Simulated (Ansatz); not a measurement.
The starting structures come from a database of crystals and need not be the phases stable at ambient conditions.

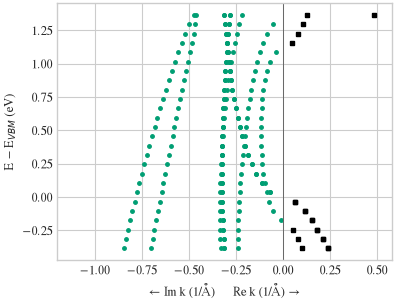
Complex bands at the centre of the two-dimensional zone; r2SCAN run with Ansatz (a quantum-chemistry and plane-wave program)

The gap is the functional's own. No spin-orbit coupling. Mid-gap values are interpolated on the energy grid.

Question: This is Ga2HgTe4 (I-4, not sure to be the ambient phase, 7 atoms a cell, 32.8 Å³ an atom) along the normal of (001). Read off the slowest decay at the centre of the two-dimensional zone at 0.53 eV, the computed energy nearest the middle of the gap.

Answer: κ ≈ 0.12 1/Å, a decay length 1/(2κ) of the density of 4.3 Å.
